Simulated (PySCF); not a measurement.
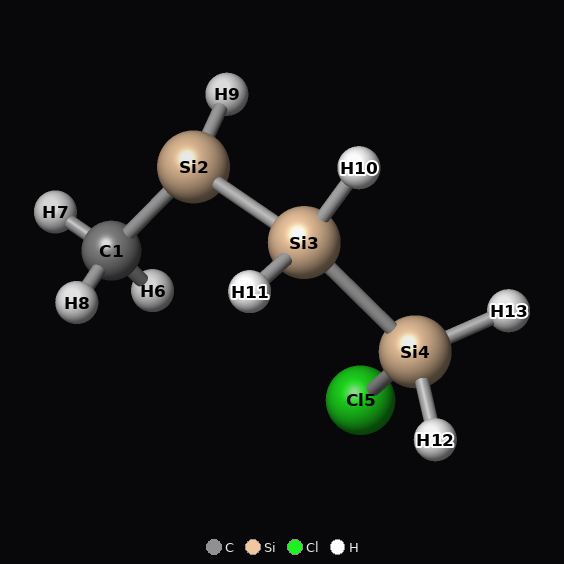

The species is neutral and a spin doublet. Computed geometry: GFN2-xTB optimisation. No frequency run is at hand to confirm it as a minimum. Method: UKS B3LYP, pcH-1 on C Cl H Si, non-relativistic (PySCF 2.14.0). Fermi-contact and spin-dipolar terms alone, no spin-orbit part.

**Which nucleus has the largest dipolar (anisotropic) hyperfine coupling?**

29Si at Si2: principal values −164.5, 81.5, 83.0 MHz.

List the isotropic and dipolar parts for the most strongly coupled nuclei, one of each equivalent set.

```
atom  isotope  a_iso (MHz)  dipolar part (MHz)
 Si2     29Si       −404.6  −164.5, 81.5, 83.0
 Si4     29Si        −72.2     −13.0, 6.2, 6.8
  H9       1H         22.3      −9.3, 1.5, 7.8
 Si3     29Si        −41.2      −8.7, 1.9, 6.9
  C1      13C          5.0     −3.2, −3.0, 6.2
  H7       1H          5.8     −3.6, −2.2, 5.8
  H8       1H          4.6     −3.4, −2.2, 5.7
  H6       1H         65.5      −3.9, 0.6, 3.4
```

The geometry is semi-empirical. Around Si such bond lengths and angles can be off by a tenth of an ångström or more and by several degrees, and values that hang on the shape move with them.
